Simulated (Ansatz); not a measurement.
**C$_{2}$HFZn: molecular dynamics (part 2 of 2)**

Continued. System: C$_{2}$HFZn, SMILES F[C]1=[CH][Zn]1. Method: RKS revPBE-d3bj/def2-SVP (Ansatz 0.2.0). The geometry comes from this level: PBE0-D4/def2-TZVP.

Geometry of the input (Å):
```
F  0.0714  -1.4196  1.0533
C  -0.3461  -0.5694  0.1150
C  0.3266  0.5856  -0.1952
Zn -1.2517  0.3842  -1.2778
H  1.2497  0.9456  0.2632
```

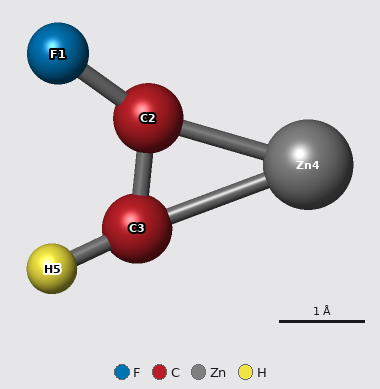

Fig. 1: The geometry at step 18 of the log (ball-and-stick view, seen on its broad side; atoms are numbered from 1 in the order of the input).

### Trajectory as extended XYZ, continued
```
5
Properties=species:S:1:pos:R:3:forces:R:3 step=6 time_fs=6.0 energy=-53206.96226 temperature=884.2
F     0.0763   -1.4209    1.0773   -0.6215   0.2070  -0.5132
C    -0.3586   -0.5969    0.0743    2.5315   1.5460   0.5584
C     0.4339    0.6278   -0.1734   -1.5175  -2.1245   1.1871
Zn   -1.2709    0.3832   -1.2865    0.3037   0.4225  -0.1030
H     1.2696    0.8585    0.6007   -0.6963  -0.0510  -1.1294
5
Properties=species:S:1:pos:R:3:forces:R:3 step=7 time_fs=7.0 energy=-53206.91267 temperature=756.2
F     0.0764   -1.4211    1.0808   -0.6942   0.2794  -0.6271
C    -0.3555   -0.5983    0.0686    2.7194   1.6262   0.6445
C     0.4488    0.6307   -0.1673   -1.9228  -2.3796   1.0656
Zn   -1.2740    0.3832   -1.2881    0.3951   0.4314  -0.0374
H     1.2560    0.8420    0.6302   -0.4975   0.0426  -1.0456
5
Properties=species:S:1:pos:R:3:forces:R:3 step=8 time_fs=8.0 energy=-53206.88218 temperature=676.5
F     0.0762   -1.4211    1.0841   -0.7403   0.3362  -0.7141
C    -0.3501   -0.5984    0.0634    2.8016   1.6373   0.7074
C     0.4621    0.6316   -0.1603   -2.3863  -2.5657   0.7645
Zn   -1.2771    0.3833   -1.2896    0.4824   0.4280   0.0317
H     1.2377    0.8259    0.6496   -0.1573   0.1642  -0.7895
5
Properties=species:S:1:pos:R:3:forces:R:3 step=9 time_fs=9.0 energy=-53206.86430 temperature=629.9
F     0.0755   -1.4209    1.0869   -0.7608   0.3773  -0.7743
C    -0.3425   -0.5972    0.0588    2.7793   1.5799   0.7469
C     0.4736    0.6305   -0.1528   -2.8585  -2.6667   0.3184
Zn   -1.2801    0.3834   -1.2912    0.5659   0.4124   0.1033
H     1.2179    0.8114    0.6616    0.2741   0.2970  -0.3943
5
Properties=species:S:1:pos:R:3:forces:R:3 step=10 time_fs=10.0 energy=-53206.85634 temperature=610.6
F     0.0745   -1.4206    1.0894   -0.7573   0.4029  -0.8091
C    -0.3327   -0.5947    0.0548    2.6515   1.4478   0.7668
C     0.4827    0.6272   -0.1450   -3.2329  -2.6503  -0.1676
Zn   -1.2830    0.3837   -1.2927    0.6453   0.3848   0.1757
H     1.2007    0.7997    0.6697    0.6935   0.4148   0.0341
5
Properties=species:S:1:pos:R:3:forces:R:3 step=11 time_fs=11.0 energy=-53206.86535 temperature=635.2
F     0.0731   -1.4200    1.0915   -0.7322   0.4128  -0.8200
C    -0.3207   -0.5910    0.0514    2.4136   1.2270   0.7735
C     0.4892    0.6219   -0.1373   -3.3556  -2.4682  -0.5223
Zn   -1.2858    0.3839   -1.2943    0.7205   0.3460   0.2479
H     1.1901    0.7920    0.6782    0.9537   0.4824   0.3210
5
Properties=species:S:1:pos:R:3:forces:R:3 step=12 time_fs=12.0 energy=-53206.89826 temperature=718.3
F     0.0713   -1.4192    1.0931   -0.6879   0.4060  -0.8089
C    -0.3068   -0.5864    0.0486    2.0580   0.8981   0.7742
C     0.4930    0.6145   -0.1300   -3.1062  -2.0723  -0.6057
Zn   -1.2885    0.3843   -1.2957    0.7930   0.2968   0.3199
H     1.1886    0.7889    0.6897    0.9430   0.4714   0.3205
5
Properties=species:S:1:pos:R:3:forces:R:3 step=13 time_fs=13.0 energy=-53206.94479 temperature=833.9
F     0.0691   -1.4183    1.0944   -0.6274   0.3812  -0.7767
C    -0.2913   -0.5810    0.0465    1.5776   0.4406   0.7752
C     0.4944    0.6055   -0.1233   -2.4916  -1.4396  -0.4314
Zn   -1.2911    0.3846   -1.2972    0.8659   0.2387   0.3934
H     1.1962    0.7903    0.7043    0.6755   0.3791   0.0395
5
Properties=species:S:1:pos:R:3:forces:R:3 step=14 time_fs=14.0 energy=-53206.98006 temperature=921.6
F     0.0667   -1.4171    1.0952   -0.5539   0.3366  -0.7243
C    -0.2745   -0.5753    0.0449    0.9711  -0.1588   0.7795
C     0.4937    0.5953   -0.1168   -1.6390  -0.5845  -0.1580
Zn   -1.2936    0.3850   -1.2985    0.9430   0.1734   0.4711
H     1.2103    0.7953    0.7193    0.2788   0.2333  -0.3683
5
Properties=species:S:1:pos:R:3:forces:R:3 step=15 time_fs=15.0 energy=-53206.98495 temperature=933.8
F     0.0639   -1.4157    1.0957   -0.4710   0.2701  -0.6519
C    -0.2569   -0.5697    0.0440    0.2520  -0.8929   0.7848
C     0.4917    0.5846   -0.1105   -0.7042   0.4454   0.0427
Zn   -1.2959    0.3855   -1.2998    1.0274   0.1029   0.5553
H     1.2270    0.8026    0.7308   -0.1042   0.0746  -0.7309
5
Properties=species:S:1:pos:R:3:forces:R:3 step=16 time_fs=16.0 energy=-53206.95768 temperature=865.3
F     0.0609   -1.4143    1.0958   -0.3820   0.1798  -0.5594
C    -0.2391   -0.5648    0.0438   -0.5421  -1.7182   0.7829
C     0.4892    0.5743   -0.1042    0.1864   1.5707   0.0764
Zn   -1.2981    0.3859   -1.3011    1.1196   0.0291   0.6465
H     1.2427    0.8106    0.7353   -0.3819  -0.0614  -0.9464
5
Properties=species:S:1:pos:R:3:forces:R:3 step=17 time_fs=17.0 energy=-53206.91029 temperature=745.8
F     0.0578   -1.4127    1.0957   -0.2903   0.0646  -0.4470
C    -0.2217   -0.5613    0.0441   -1.3429  -2.5418   0.7598
C     0.4868    0.5653   -0.0978    0.9280   2.6722  -0.0752
Zn   -1.3001    0.3863   -1.3022    1.2177  -0.0455   0.7433
H     1.2548    0.8180    0.7307   -0.5125  -0.1495  -0.9809
5
Properties=species:S:1:pos:R:3:forces:R:3 step=18 time_fs=18.0 energy=-53206.86013 temperature=618.8
F     0.0544   -1.4111    1.0953   -0.1977  -0.0744  -0.3152
C    -0.2054   -0.5598    0.0451   -2.0573  -3.2257   0.6974
C     0.4851    0.5584   -0.0915    1.4148   3.5898  -0.3923
Zn   -1.3020    0.3868   -1.3032    1.3175  -0.1179   0.8424
H     1.2619    0.8240    0.7167   -0.4773  -0.1717  -0.8323
5
Properties=species:S:1:pos:R:3:forces:R:3 step=19 time_fs=19.0 energy=-53206.82144 temperature=519.8
F     0.0510   -1.4095    1.0948   -0.1043  -0.2336  -0.1647
C    -0.1908   -0.5609    0.0466   -2.5912  -3.6186   0.5789
C     0.4846    0.5544   -0.0855    1.5477   4.1533  -0.8420
Zn   -1.3036    0.3872   -1.3041    1.4146  -0.1848   0.9390
H     1.2645    0.8283    0.6947   -0.2668  -0.1162  -0.5111
5
Properties=species:S:1:pos:R:3:forces:R:3 step=20 time_fs=20.0 energy=-53206.79928 temperature=462.2
F     0.0476   -1.4081    1.0942   -0.0081  -0.4071   0.0040
C    -0.1782   -0.5650    0.0486   -2.8832  -3.6106   0.3944
C     0.4854    0.5537   -0.0801    1.2833   4.2453  -1.3734
Zn   -1.3050    0.3876   -1.3049    1.5051  -0.2424   1.0286
H     1.2646    0.8315    0.6679    0.1028   0.0148  -0.0537
5
Properties=species:S:1:pos:R:3:forces:R:3 step=21 time_fs=21.0 energy=-53206.79168 temperature=442.7
F     0.0441   -1.4068    1.0935    0.0931  -0.5881   0.1904
C    -0.1680   -0.5719    0.0509   -2.9276  -3.1799   0.1474
C     0.4871    0.5564   -0.0759    0.7033   3.8692  -1.8876
Zn   -1.3062    0.3880   -1.3055    1.5860  -0.2878   1.1071
H     1.2656    0.8349    0.6406    0.5452   0.1866   0.4427
5
Properties=species:S:1:pos:R:3:forces:R:3 step=22 time_fs=22.0 energy=-53206.79937 temperature=463.2
F     0.0406   -1.4059    1.0930    0.1985  -0.7711   0.3922
C    -0.1601   -0.5814    0.0533   -2.7696  -2.3992  -0.1455
C     0.4895    0.5623   -0.0732    0.0418   3.1660  -2.2254
Zn   -1.3072    0.3883   -1.3059    1.6540  -0.3196   1.1709
H     1.2718    0.8400    0.6174    0.8753   0.3240   0.8078
5
Properties=species:S:1:pos:R:3:forces:R:3 step=23 time_fs=23.0 energy=-53206.82558 temperature=529.2
F     0.0373   -1.4053    1.0927    0.3028  -0.9506   0.6025
C    -0.1545   -0.5928    0.0556   -2.4782  -1.3981  -0.4591
C     0.4918    0.5707   -0.0722   -0.4203   2.3394  -2.2416
Zn   -1.3080    0.3885   -1.3062    1.7056  -0.3387   1.2175
H     1.2864    0.8483    0.6021    0.8902   0.3480   0.8808
5
Properties=species:S:1:pos:R:3:forces:R:3 step=24 time_fs=24.0 energy=-53206.85975 temperature=613.1
F     0.0341   -1.4053    1.0927    0.3983  -1.1183   0.8079
C    -0.1508   -0.6054    0.0575   -2.1196  -0.3138  -0.7665
C     0.4938    0.5809   -0.0731   -0.5590   1.5356  -1.9359
Zn   -1.3084    0.3888   -1.3062    1.7386  -0.3470   1.2462
H     1.3096    0.8598    0.5951    0.5417   0.2435   0.6483
5
Properties=species:S:1:pos:R:3:forces:R:3 step=25 time_fs=25.0 energy=-53206.87710 temperature=655.6
F     0.0312   -1.4058    1.0931    0.4780  -1.2602   0.9883
C    -0.1488   -0.6182    0.0589   -1.7441   0.7387  -1.0413
C     0.4954    0.5924   -0.0755   -0.4738   0.7970  -1.4620
Zn   -1.3087    0.3889   -1.3062    1.7537  -0.3471   1.2588
H     1.3379    0.8737    0.5944   -0.0137   0.0716   0.2562
5
Properties=species:S:1:pos:R:3:forces:R:3 step=26 time_fs=26.0 energy=-53206.86335 temperature=622.0
F     0.0284   -1.4069    1.0940    0.5370  -1.3586   1.1194
C    -0.1483   -0.6304    0.0593   -1.3859   1.6742  -1.2582
C     0.4966    0.6046   -0.0791   -0.3444   0.1165  -0.9959
Zn   -1.3086    0.3891   -1.3059    1.7542  -0.3415   1.2586
H     1.3661    0.8883    0.5961   -0.5609  -0.0906  -0.1239
5
Properties=species:S:1:pos:R:3:forces:R:3 step=27 time_fs=27.0 energy=-53206.82746 temperature=533.2
F     0.0260   -1.4087    1.0955    0.5731  -1.3956   1.1770
C    -0.1488   -0.6412    0.0588   -1.0643   2.4361  -1.3935
C     0.4975    0.6168   -0.0835   -0.2907  -0.5101  -0.6387
Zn   -1.3083    0.3891   -1.3054    1.7444  -0.3321   1.2493
H     1.3889    0.9021    0.5966   -0.9624  -0.1983  -0.3941
5
Properties=species:S:1:pos:R:3:forces:R:3 step=28 time_fs=28.0 energy=-53206.79058 temperature=441.0
F     0.0238   -1.4113    1.0976    0.5859  -1.3585   1.1428
C    -0.1502   -0.6501    0.0572   -0.7870   2.9952  -1.4292
C     0.4982    0.6287   -0.0884   -0.3585  -1.0772  -0.4225
Zn   -1.3078    0.3891   -1.3047    1.7283  -0.3201   1.2339
H     1.4025    0.9139    0.5933   -1.1686  -0.2394  -0.5250
5
Properties=species:S:1:pos:R:3:forces:R:3 step=29 time_fs=29.0 energy=-53206.77014 temperature=389.2
F     0.0219   -1.4145    1.1002    0.5767  -1.2434   1.0102
C    -0.1522   -0.6566    0.0544   -0.5534   3.3462  -1.3582
C     0.4986    0.6396   -0.0937   -0.5605  -1.5812  -0.3507
Zn   -1.3070    0.3891   -1.3039    1.7084  -0.3061   1.2137
H     1.4049    0.9234    0.5850   -1.1712  -0.2155  -0.5151
5
Properties=species:S:1:pos:R:3:forces:R:3 step=30 time_fs=30.0 energy=-53206.77123 temperature=390.8
F     0.0204   -1.4184    1.1034    0.5485  -1.0562   0.7860
C    -0.1547   -0.6604    0.0505   -0.3589   3.5022  -1.1862
C     0.4985    0.6493   -0.0992   -0.9040  -2.0257  -0.4230
Zn   -1.3059    0.3890   -1.3029    1.6853  -0.2902   1.1889
H     1.3961    0.9309    0.5718   -0.9709  -0.1301  -0.3656
```

### Key numbers

| quantity | value |
| --- | --- |
| outcome | finished |
| mean temperature over the second half | 577 K |
| trajectory | 30 steps, 30 fs |
| ensemble | nve |
| temperature in the input | 1500 K |
| time step | 1 fs |
| potential energy (last step) | −53206.7713 eV |
| mean-field energy (last step) | −53206.5612 eV |
| dispersion energy (last step) | −0.2101 eV |
| SCF solution under orbital rotations (last step) | stable |
| largest force (length of the vector) (last step) | 3.715 eV/Å |
| dipole moment (last step) | 3.55 D |
| hardware | 2 threads of Arm Neoverse V1, 23 GiB of memory available, shared host |
| wall time | 39 s (CPU time 73 s) |
| peak memory | 0.14 GiB |

### Notes

So short a trajectory is not equilibrated.
